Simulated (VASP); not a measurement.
## TiNbSbC: structure and properties in VASP

What structure does TiNbSbC take at this level, and what are its properties? The steps: rough relaxation of the start cell, relaxing cell and atoms (LDA), single point with fields (LDA), band structure (LDA), density of states (LDA) and elastic constants (LDA). The cell is invented: it takes the structure of a Materials Project entry for HfNbCN (space group 160 there), with some of its atoms replaced by other elements, volume scaled by an estimate. It may not be a known or stable phase.

Method: LDA; plane waves and PAW (Sb, Nb_sv, Ti_sv, C); invented cell, in VASP 6.6.1.

## (1) Starting point

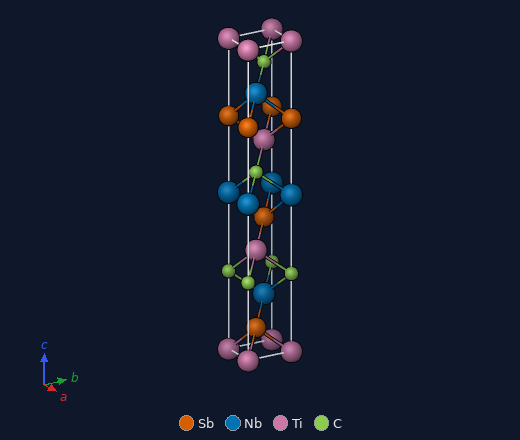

The starting structure, seen slightly off an axis (antimony orange, niobium blue, titanium pink, carbon green). This picture shows the conventional cell, with its axes. Bonds to atoms that aren't drawn are left out. Some periodic images of atoms are drawn too.

Structure file:

```cif
data_structure
_symmetry_space_group_name_H-M 'P 1'
_symmetry_Int_Tables_number 1
_cell_length_a 6.1594
_cell_length_b 6.1594
_cell_length_c 6.1594
_cell_angle_alpha 33.372
_cell_angle_beta 33.372
_cell_angle_gamma 33.372
_cell_volume 62.96
loop_
_atom_site_label
_atom_site_type_symbol
_atom_site_fract_x
_atom_site_fract_y
_atom_site_fract_z
_atom_site_occupancy
Sb1 Sb 0.74925 0.74925 0.74925 1
Nb2 Nb 0.50303 0.50303 0.50303 1
Ti3 Ti 0.99825 0.99825 0.99825 1
C4 C 0.24947 0.24947 0.24947 1
```

## (2) Rough relaxation of the start cell

The start is only an estimate, so a cheap relaxation brings it near a minimum before any careful run. LDA, the lowest rung, knows the local density alone.

File INCAR:

```
SYSTEM = TiNbSbC
PREC = Normal
ENCUT = 520
EDIFF = 1E-05
NELM = 60
ISMEAR = -1
SIGMA = 0.05
LREAL = .FALSE.
ALGO = Fast
GGA = CA
NBANDS = 23
LORBIT = 11
LWAVE = .FALSE.
LCHARG = .FALSE.
KPAR = 2
IBRION = 2
NSW = 40
ISIF = 3
EDIFFG = -0.04
```

File POSCAR:

```
TiNbSbC
1.0
    1.7685530000      1.0210740000      5.8110460000
   -1.7685530000      1.0210740000      5.8110460000
    0.0000000000     -2.0421490000      5.8110460000
Sb Nb Ti C
1 1 1 1
Direct
    0.7492530000      0.7492530000      0.7492530000
    0.5030270000      0.5030270000      0.5030270000
    0.9982540000      0.9982540000      0.9982540000
    0.2494660000      0.2494660000      0.2494660000
```

File KPOINTS:

```
Automatic mesh
0
Gamma
5 5 5
0 0 0
```

Potentials, in the order of the species: Sb, Nb_sv, Ti_sv and C (LDA family, release 64).

Launch:

```
> mpirun -np 2 vasp_std
```

The log of the run:

```text
[banner, memory and clock lines left out]
running    2 mpi-ranks, on    1 nodes
 distrk:  each k-point on    1 cores,    2 groups
 distr:  one band on    1 cores,    1 groups

 POSCAR found type information on POSCAR SbNbTiC
 POSCAR found :  4 types and       4 ions
 LDA part: xc-table for (Slater(with rela. corr.)+CA(PZ))
 , standard interpolation
 POSCAR, INCAR and KPOINTS ok, starting setup
 FFT: planning ... GRIDC
 FFT: planning ... GRID_SOFT
 FFT: planning ... GRID
 WAVECAR not read
 entering main loop
       N       E                     dE             d eps       ncg     rms          rms(c)
DAV:   1     0.378348346222E+03    0.37835E+03   -0.16501E+04   874   0.153E+03
DAV:   2     0.792905625012E+00   -0.37756E+03   -0.36510E+03  1044   0.521E+02
DAV:   3    -0.353503809624E+02   -0.36143E+02   -0.35360E+02  1448   0.136E+02
DAV:   4    -0.380658623587E+02   -0.27155E+01   -0.26808E+01  1337   0.335E+01
DAV:   5    -0.381567473580E+02   -0.90885E-01   -0.90441E-01  1379   0.621E+00    0.164E+01
RMM:   6    -0.346944276072E+02    0.34623E+01   -0.31531E+01  1184   0.361E+01    0.109E+01
RMM:   7    -0.333764260403E+02    0.13180E+01   -0.61334E+00  1148   0.200E+01    0.629E+00
RMM:   8    -0.327449177065E+02    0.63151E+00   -0.16892E+00  1272   0.861E+00    0.297E+00
RMM:   9    -0.327809161107E+02   -0.35998E-01   -0.10907E+00  1306   0.423E+00    0.156E+00
RMM:  10    -0.327919796399E+02   -0.11064E-01   -0.28526E-01  1254   0.379E+00    0.104E+00
RMM:  11    -0.328003110947E+02   -0.83315E-02   -0.19880E-01  1314   0.237E+00    0.541E-01
RMM:  12    -0.328041086471E+02   -0.37976E-02   -0.98669E-02  1309   0.172E+00    0.208E-01
RMM:  13    -0.328105464824E+02   -0.64378E-02   -0.73349E-02  1435   0.132E+00    0.206E-01
RMM:  14    -0.328137098760E+02   -0.31634E-02   -0.41313E-02  1265   0.121E+00    0.788E-02
RMM:  15    -0.328170740063E+02   -0.33641E-02   -0.37113E-02  1345   0.105E+00    0.443E-02
RMM:  16    -0.328190822798E+02   -0.20083E-02   -0.22677E-02  1404   0.937E-01    0.678E-02
RMM:  17    -0.328209111768E+02   -0.18289E-02   -0.21844E-02  1275   0.808E-01    0.637E-02
RMM:  18    -0.328222099129E+02   -0.12987E-02   -0.14807E-02  1295   0.747E-01    0.142E-01
RMM:  19    -0.328234283075E+02   -0.12184E-02   -0.14863E-02  1211   0.677E-01    0.101E-01
RMM:  20    -0.328241820795E+02   -0.75377E-03   -0.94034E-03  1169   0.632E-01    0.110E-01
RMM:  21    -0.328250806775E+02   -0.89860E-03   -0.10729E-02  1150   0.583E-01    0.123E-01
RMM:  22    -0.328256333460E+02   -0.55267E-03   -0.68623E-03  1134   0.550E-01    0.153E-01
RMM:  23    -0.328262299970E+02   -0.59665E-03   -0.81047E-03  1172   0.529E-01    0.115E-01
RMM:  24    -0.328265734015E+02   -0.34340E-03   -0.50885E-03  1171   0.504E-01    0.928E-02
RMM:  25    -0.328270567437E+02   -0.48334E-03   -0.64420E-03  1182   0.488E-01    0.515E-02
RMM:  26    -0.328273367876E+02   -0.28004E-03   -0.40195E-03  1106   0.455E-01    0.464E-02
RMM:  27    -0.328277468738E+02   -0.41009E-03   -0.52399E-03  1076   0.423E-01    0.541E-02
RMM:  28    -0.328279760182E+02   -0.22914E-03   -0.33188E-03  1053   0.402E-01    0.695E-02
RMM:  29    -0.328283140341E+02   -0.33802E-03   -0.44516E-03  1059   0.381E-01    0.722E-02
RMM:  30    -0.328284999559E+02   -0.18592E-03   -0.28459E-03  1037   0.370E-01    0.761E-02
[...]
RMM:  49    -0.328311043456E+02   -0.10308E-03   -0.15999E-03   754   0.209E-01    0.509E-02
RMM:  50    -0.328311613756E+02   -0.57030E-04   -0.11274E-03   771   0.206E-01    0.524E-02
RMM:  51    -0.328312557879E+02   -0.94412E-04   -0.14986E-03   867   0.202E-01    0.509E-02
RMM:  52    -0.328313100720E+02   -0.54284E-04   -0.10734E-03   791   0.197E-01    0.528E-02
RMM:  53    -0.328313983782E+02   -0.88306E-04   -0.14058E-03   740   0.191E-01    0.537E-02
RMM:  54    -0.328314503939E+02   -0.52016E-04   -0.10274E-03   729   0.187E-01    0.558E-02
RMM:  55    -0.328315331501E+02   -0.82756E-04   -0.13252E-03   703   0.183E-01    0.576E-02
RMM:  56    -0.328315813142E+02   -0.48164E-04   -0.98718E-04   856   0.181E-01    0.561E-02
RMM:  57    -0.328316582835E+02   -0.76969E-04   -0.12512E-03   752   0.177E-01    0.568E-02
RMM:  58    -0.328317066772E+02   -0.48394E-04   -0.95072E-04   705   0.172E-01    0.589E-02
RMM:  59    -0.328317790569E+02   -0.72380E-04   -0.11847E-03   690   0.169E-01    0.598E-02
RMM:  60    -0.328318260741E+02   -0.47017E-04   -0.91487E-04   659   0.165E-01
|                                                                             |
|           W    W    AA    RRRRR   N    N  II  N    N   GGGG   !!!           |
|           W    W   A  A   R    R  NN   N  II  NN   N  G    G  !!!           |
|           W    W  A    A  R    R  N N  N  II  N N  N  G       !!!           |
|           W WW W  AAAAAA  RRRRR   N  N N  II  N  N N  G  GGG   !            |
|           WW  WW  A    A  R   R   N   NN  II  N   NN  G    G                |
|           W    W  A    A  R    R  N    N  II  N    N   GGGG   !!!           |
|                                                                             |
|     The electronic self-consistency was not achieved in the given           |
|     number of steps (NELM). The forces and other quantities evaluated       |
|     might not be reliable so examine the results carefully. If you find     |
|     spurious results, we suggest increasing NELM, if you were close to      |
|     convergence or switching to a different ALGO or adjusting the           |
|     density mixing parameters otherwise.                                    |
|                                                                             |

   1 F= -.32831826E+02 E0= -.32818489E+02  d E =-.328318E+02
 curvature:   0.00 expect dE= 0.000E+00 dE for cont linesearch  0.000E+00
 trial: gam= 0.00000 g(F)=  0.436E+01 g(S)=  0.341E-01 ort = 0.000E+00 (trialstep = 0.100E+01)
 search vector abs. value=  0.440E+01
 bond charge predicted
       N       E                     dE             d eps       ncg     rms          rms(c)
DAV:   1    -0.221725269203E+02    0.10659E+02   -0.97479E+02  1189   0.396E+02    0.112E+01
RMM:   2    -0.318689350792E+02   -0.96964E+01   -0.10318E+02  1163   0.102E+02    0.593E+00
RMM:   3    -0.349779839803E+02   -0.31090E+01   -0.30512E+01  1373   0.473E+01    0.494E+00
RMM:   4    -0.352704680150E+02   -0.29248E+00   -0.43472E+00  1367   0.166E+01    0.358E+00
RMM:   5    -0.353810754654E+02   -0.11061E+00   -0.15319E+00  1449   0.944E+00    0.235E+00
RMM:   6    -0.354456836128E+02   -0.64608E-01   -0.94468E-01  1402   0.640E+00    0.545E-01
RMM:   7    -0.354942728201E+02   -0.48589E-01   -0.51252E-01  1450   0.495E+00    0.430E-01
RMM:   8    -0.355341273254E+02   -0.39855E-01   -0.39883E-01  1464   0.410E+00    0.284E-01
RMM:   9    -0.355655341436E+02   -0.31407E-01   -0.30878E-01  1475   0.358E+00    0.207E-01
RMM:  10    -0.355907462518E+02   -0.25212E-01   -0.24433E-01  1463   0.317E+00    0.144E-01
RMM:  11    -0.356122523433E+02   -0.21506E-01   -0.21385E-01  1429   0.299E+00    0.111E-01
RMM:  12    -0.356291917941E+02   -0.16939E-01   -0.16675E-01  1439   0.270E+00    0.886E-02
RMM:  13    -0.356444341725E+02   -0.15242E-01   -0.15490E-01  1426   0.254E+00    0.139E-01
RMM:  14    -0.356567894478E+02   -0.12355E-01   -0.12317E-01  1374   0.236E+00    0.200E-01
RMM:  15    -0.356679216743E+02   -0.11132E-01   -0.11560E-01  1365   0.226E+00    0.237E-01
RMM:  16    -0.356769964224E+02   -0.90747E-02   -0.92939E-02  1354   0.213E+00    0.259E-01
RMM:  17    -0.356851324875E+02   -0.81361E-02   -0.87237E-02  1348   0.205E+00    0.262E-01
RMM:  18    -0.356918295705E+02   -0.66971E-02   -0.71213E-02  1372   0.194E+00    0.253E-01
RMM:  19    -0.356979923284E+02   -0.61628E-02   -0.66692E-02  1324   0.180E+00    0.298E-01
RMM:  20    -0.357031290267E+02   -0.51367E-02   -0.55499E-02  1319   0.166E+00    0.320E-01
RMM:  21    -0.357077031268E+02   -0.45741E-02   -0.51537E-02  1313   0.158E+00    0.334E-01
RMM:  22    -0.357116515547E+02   -0.39484E-02   -0.43699E-02  1304   0.148E+00    0.357E-01
RMM:  23    -0.357151602052E+02   -0.35087E-02   -0.40336E-02  1308   0.142E+00    0.380E-01
RMM:  24    -0.357182283067E+02   -0.30681E-02   -0.34918E-02  1297   0.134E+00    0.401E-01
RMM:  25    -0.357209156661E+02   -0.26874E-02   -0.31921E-02  1291   0.128E+00    0.418E-01
RMM:  26    -0.357233314311E+02   -0.24158E-02   -0.28270E-02  1287   0.120E+00    0.437E-01
RMM:  27    -0.357254263127E+02   -0.20949E-02   -0.25553E-02  1279   0.115E+00    0.454E-01
RMM:  28    -0.357273493882E+02   -0.19231E-02   -0.23142E-02  1261   0.109E+00    0.470E-01
RMM:  29    -0.357289906710E+02   -0.16413E-02   -0.20674E-02  1253   0.105E+00    0.484E-01
RMM:  30    -0.357305255388E+02   -0.15349E-02   -0.19140E-02  1261   0.994E-01    0.495E-01
[...]
RMM:  49    -0.357418471703E+02   -0.21704E-03   -0.40210E-03  1100   0.486E-01    0.398E-01
RMM:  50    -0.357421315918E+02   -0.28442E-03   -0.47025E-03  1096   0.471E-01    0.398E-01
RMM:  51    -0.357423211544E+02   -0.18956E-03   -0.35675E-03  1065   0.456E-01    0.400E-01
RMM:  52    -0.357425914137E+02   -0.27026E-03   -0.42191E-03  1055   0.440E-01    0.407E-01
RMM:  53    -0.357427576367E+02   -0.16622E-03   -0.31938E-03  1068   0.427E-01    0.411E-01
RMM:  54    -0.357429878380E+02   -0.23020E-03   -0.38149E-03  1038   0.413E-01    0.414E-01
RMM:  55    -0.357431137301E+02   -0.12589E-03   -0.28756E-03  1030   0.401E-01    0.412E-01
RMM:  56    -0.357432981387E+02   -0.18441E-03   -0.34765E-03  1073   0.391E-01    0.408E-01
RMM:  57    -0.357433400360E+02   -0.41897E-04   -0.26172E-03  1083   0.390E-01    0.383E-01
RMM:  58    -0.357434456647E+02   -0.10563E-03   -0.31976E-03  1080   0.383E-01    0.358E-01
RMM:  59    -0.357434996902E+02   -0.54025E-04   -0.23685E-03  1085   0.371E-01    0.342E-01
RMM:  60    -0.357436590781E+02   -0.15939E-03   -0.29382E-03  1057   0.354E-01
|                                                                             |
|           W    W    AA    RRRRR   N    N  II  N    N   GGGG   !!!           |
|           W    W   A  A   R    R  NN   N  II  NN   N  G    G  !!!           |
|           W    W  A    A  R    R  N N  N  II  N N  N  G       !!!           |
|           W WW W  AAAAAA  RRRRR   N  N N  II  N  N N  G  GGG   !            |
|           WW  WW  A    A  R   R   N   NN  II  N   NN  G    G                |
|           W    W  A    A  R    R  N    N  II  N    N   GGGG   !!!           |
|                                                                             |
|     The electronic self-consistency was not achieved in the given           |
|     number of steps (NELM). The forces and other quantities evaluated       |
|     might not be reliable so examine the results carefully. If you find     |
|     spurious results, we suggest increasing NELM, if you were close to      |
|     convergence or switching to a different ALGO or adjusting the           |
|     density mixing parameters otherwise.                                    |
|                                                                             |

   2 F= -.35743659E+02 E0= -.35733541E+02  d E =-.291183E+01
[...]
|     The electronic self-consistency was not achieved in the given           |
[... from here on, the cycles between the ionic steps are left out ...]
   3 F= -.35997090E+02 E0= -.35990746E+02  d E =-.316526E+01
[...]
|     The electronic self-consistency was not achieved in the given           |
   4 F= -.34869092E+02 E0= -.34859336E+02  d E =0.112800E+01
   5 F= -.36634857E+02 E0= -.36627699E+02  d E =-.637767E+00
[...]
WARNING in EDDRMM: call to ZHEGV failed, returncode =   8  4      9
   6 F= -.37252831E+02 E0= -.37244570E+02  d E =-.617975E+00
   7 F= -.37285801E+02 E0= -.37276047E+02  d E =-.650944E+00
   8 F= -.37286492E+02 E0= -.37276373E+02  d E =-.651635E+00
   9 F= -.37290679E+02 E0= -.37279822E+02  d E =-.418760E-02
  10 F= -.37290788E+02 E0= -.37279967E+02  d E =-.429663E-02
  11 F= -.37290760E+02 E0= -.37280045E+02  d E =0.285670E-04
  12 F= -.37291686E+02 E0= -.37280876E+02  d E =-.897714E-03
 curvature:  -0.37 expect dE=-0.267E-03 dE for cont linesearch -0.244E-06
 trial: gam= 0.18544 g(F)=  0.522E-03 g(S)=  0.199E-03 ort = 0.595E-04 (trialstep = 0.892E+00)
 search vector abs. value=  0.928E-03
 bond charge predicted
       N       E                     dE             d eps       ncg     rms          rms(c)
DAV:   1    -0.372920943332E+02   -0.41685E-03   -0.69003E-02   979   0.316E+00    0.143E-01
RMM:   2    -0.372921769679E+02   -0.82635E-04   -0.50741E-03  1189   0.694E-01    0.966E-02
RMM:   3    -0.372921821782E+02   -0.52104E-05   -0.10570E-03  1239   0.310E-01    0.636E-02
RMM:   4    -0.372921151436E+02    0.67035E-04   -0.33117E-04  1152   0.157E-01    0.278E-02
RMM:   5    -0.372921183743E+02   -0.32306E-05   -0.16426E-04  1096   0.102E-01    0.615E-03
RMM:   6    -0.372921236999E+02   -0.53256E-05   -0.68942E-05   882   0.678E-02
  13 F= -.37292124E+02 E0= -.37281356E+02  d E =-.437610E-03
 trial-energy change:   -0.000438  1 .order   -0.000418   -0.000654   -0.000182
 step:   1.2366(harm=  1.2366)  dis= 0.00538  next Energy=   -37.292139 (dE=-0.453E-03)
 reached required accuracy - stopping structural energy minimisation
```

Run time: 10 min. Hardware: 2 MPI ranks of Intel Xeon 6975P-C (Granite Rapids), shared host; peak memory 0.47 GiB; 20 min of CPU time.

The logs omit lines about the potential files and the build; timing stands in the text.

Parts of OUTCAR (step 2):

```text
ion  position               nearest neighbor table
   1  0.749  0.749  0.749-   3 2.52   3 2.52   3 2.52   2 2.54   2 2.54   2 2.54
   2  0.503  0.503  0.503-   4 2.47   4 2.47   4 2.47   1 2.54   1 2.54   1 2.54
   3  0.998  0.998  0.998-   4 2.49   4 2.49   4 2.49   1 2.52   1 2.52   1 2.52
   4  0.249  0.249  0.249-   2 2.47   2 2.47   2 2.47   3 2.49   3 2.49   3 2.49

  LATTYP: Found a trigonal (rhomboedric) cell.
 ALAT       =     6.1594340196
 COS(alpha) =     0.8351137126

 Subroutine GETGRP returns: Found  6 space group operations
 (whereof  6 operations were pure point group operations)

The static configuration has the point symmetry C_3v.

 Found     19 irreducible k-points:

   k-points           NKPTS =     19   k-points in BZ     NKDIM =     19   number of bands    NBANDS=     23

   dimension x,y,z NGX =    36 NGY =   36 NGZ =   36
   dimension x,y,z NGXF=    72 NGYF=   72 NGZF=   72

   ENCUT  =  520.0 eV  38.22 Ry    6.18 a.u.  11.45 11.45 11.45*2*pi/ulx,y,z

   NELECT =      34.0000    total number of electrons

 k-points in reciprocal lattice and weights: Automatic mesh
   0.00000000  0.00000000  0.00000000       0.008
   0.20000000  0.00000000 -0.00000000       0.048
   0.40000000  0.00000000  0.00000000       0.048
   0.20000000  0.20000000 -0.00000000       0.048
   0.40000000  0.20000000 -0.00000000       0.096
  -0.40000000  0.20000000 -0.00000000       0.096
  -0.20000000  0.20000000  0.00000000       0.048
   0.40000000  0.40000000  0.00000000       0.048
  -0.40000000  0.40000000  0.00000000       0.048
[...]
0.40000000  0.40000000  0.40000000       0.016
  -0.40000000  0.40000000  0.40000000       0.048

 average (electrostatic) potential at core
       1 -82.6124       2 -77.4108       3 -69.7233       4 -47.6372

 E-fermi :  11.0142

 k-point     1 :       0.0000    0.0000    0.0000
  band No.  band energies     occupation
    ...
     12       6.9927      2.00000
     13       6.9927      2.00000
     14       7.6970      2.00000
     15      10.5731      1.99970
     16      10.5731      1.99970
     17      11.5422      0.00005
     18      12.1995      0.00000
     19      12.1995      0.00000
     20      13.4183      0.00000
     21      13.4183      0.00000
    ...

 k-point     2 :       0.2000    0.0000   -0.0000
  band No.  band energies     occupation
    ...
     13       7.2489      2.00000
     14       7.9726      2.00000
     15       9.6551      2.00000
     16      10.2238      2.00000
     17      10.7444      1.99096
     18      11.2003      0.04723
     19      12.3429      0.00000
     20      13.1415      0.00000
     21      13.4299      0.00000
     22      13.7988      0.00000
    ...

 k-point     3 :       0.4000    0.0000    0.0000
  band No.  band energies     occupation
    ...
     12       6.0620      2.00000
     13       7.4417      2.00000
     14       7.5267      2.00000
     15       8.1185      2.00000
     16       8.9184      2.00000
     17      11.0774      0.44068
     18      11.4725      0.00021
     19      12.7000      0.00000
     20      12.9538      0.00000
     21      13.5141      0.00000
    ...

  Total       -0.0223423     -0.0223423      0.0631775     -0.0000000     -0.0000000      0.0000000
  in kB       -0.5964461     -0.5964459      1.6865726     -0.0000000     -0.0000001      0.0000000
  external PRESSURE =       0.1645602 kB  Pullay stress =       0.0000000 kB

  energy-cutoff  :      520.00
  volume of cell :       60.02
      direct lattice vectors                 reciprocal lattice vectors
     1.617879894  0.934082881  6.618882881     0.309046427  0.178428069  0.050360975
    -1.617879894  0.934082881  6.618882881    -0.309046427  0.178428069  0.050360975
     0.000000000 -1.868166809  6.618882904     0.000000000 -0.356856137  0.050360947

 POSITION                                       TOTAL-FORCE (eV/Angst)
 -----------------------------------------------------------------------------------
      0.00000     -0.00000     14.86843         0.000000     -0.000000      0.001937
      0.00000     -0.00000     10.52115         0.000000     -0.000000      0.000976
      0.00000     -0.00000     19.24384        -0.000000      0.000000     -0.017734
      0.00000     -0.00000      5.00820         0.000000     -0.000000      0.014821
 -----------------------------------------------------------------------------------
    total drift:                               -0.000000      0.000000      0.000957

  FREE ENERGIE OF THE ION-ELECTRON SYSTEM (eV)
  ---------------------------------------------------
  free  energy   TOTEN  =       -37.2921236999 eV

  energy  without entropy=      -37.2705877620  energy(sigma->0) =      -37.28135573

 reached required accuracy - stopping structural energy minimisation

 total charge
# of ion       s       p       d       tot
------------------------------------------
    1        1.158   1.324   0.064   2.546
    2        2.175   6.039   2.574  10.788
    3        2.193   6.185   2.068  10.446
    4        0.878   1.551   0.000   2.428
--------------------------------------------------
tot          6.405  15.099   4.706  26.209

[... 3 further parts left out ...]
```

The k-mesh is coarse for a metal. This relaxation is a rough one on cheap settings, only to bring the start near its minimum. The run keeps the 6 symmetry operations of its start, so it cannot find a distortion of lower symmetry.

(Continued in part 2 of 4.)

[Lines on the potential files, build, host, timing and source positions are cut from VASP's logs without a mark.]

[Logs are printed without paths, hosts, clocks, repeated set-up lines and the standing remarks that a program may print on its own settings, such as how far it seeks lower states.]

[Hosts, paths, dates, database ids (printed as entryN), source tags and the programs' standing remarks are cut or masked in the printed files.]

[A measured line is paired with the nearest computed mode of its activity, which favours agreement.]

[In band tables of VASP the shares of atoms and orbitals are scaled to a sum of 1 inside the atoms' spheres.]
